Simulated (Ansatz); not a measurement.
# Pressure series in GaP

The reference is GaP in the zinc blende structure (space group F-43m, No. 216; a = 5.4513 Å).

Cell and atoms are relaxed at each pressure.

Calculations: Ansatz (an electronic-structure program), r2SCAN, PAW, cutoff 500 eV, scalar-relativistic without spin-orbit coupling.

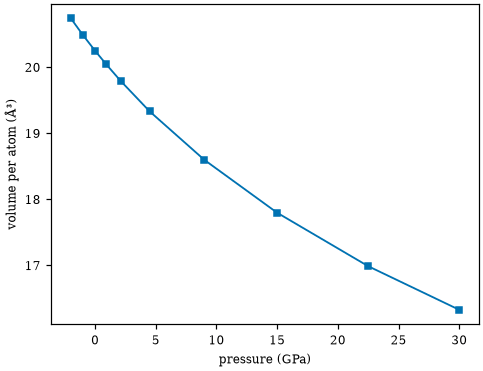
Volume per atom against pressure

Question: From the plot, what is the volume per atom for pressure −1 GPa?

Answer: About 20.5 Å³.

Question: Is the trend monotonic over the range shown?

Answer: Yes, it falls throughout, spanning 16.33 Å³ to 20.74 Å³.

Load acts through the strain it causes; cell and atoms are relaxed under it. Stability against distortions was not tested. Measured, GaP leaves this structure (for a Cmcm phase) near 26 GPa (temperature not stated; as listed in Datta, Sujoy, Jana, Debnarayan, arXiv (2020)).
